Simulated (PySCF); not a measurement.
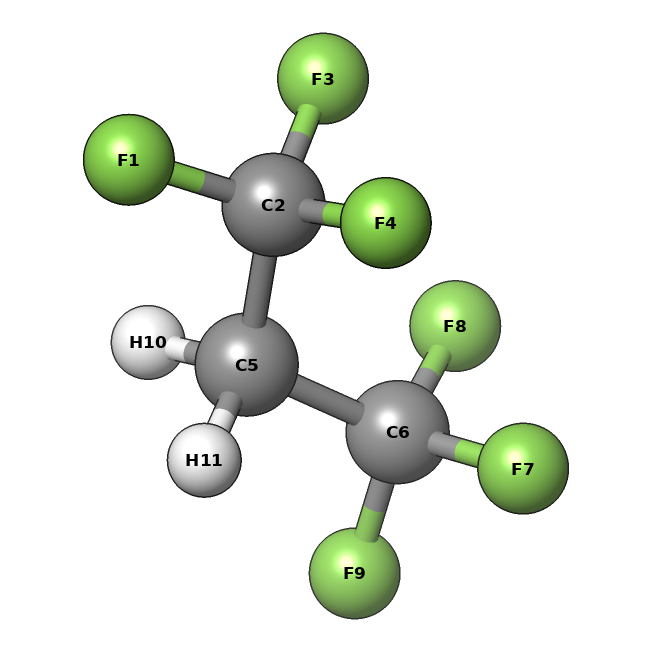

The geometry was computed by an optimisation with PBE0-D3(BJ)/def2-TZVP. No frequency run is at hand to confirm it as a minimum. Method: GIAO ωB97X-D/pcSseg-2 NMR shielding, non-relativistic, gas phase (PySCF 2.14.0), and the same with a continuum solvent (IEF-PCM, Bondi radii x 1.2, gas-phase geometry).

How do dipole (D), HOMO–LUMO gap (eV), σ(H10) (ppm), σ(F4) (ppm), σ(F3) (ppm) change in chloroform (ε = 4.7)?

| medium | dipole (D) | HOMO–LUMO gap (eV) | σ(H10) (ppm) | σ(F4) (ppm) | σ(F3) (ppm) |
| --- | --- | --- | --- | --- | --- |
| gas phase | 1.98 | 15.56 | 28.97 | 255.4 | 256.4 |
| chloroform | 2.36 | 15.84 | 28.62 | 257.5 | 258.5 |
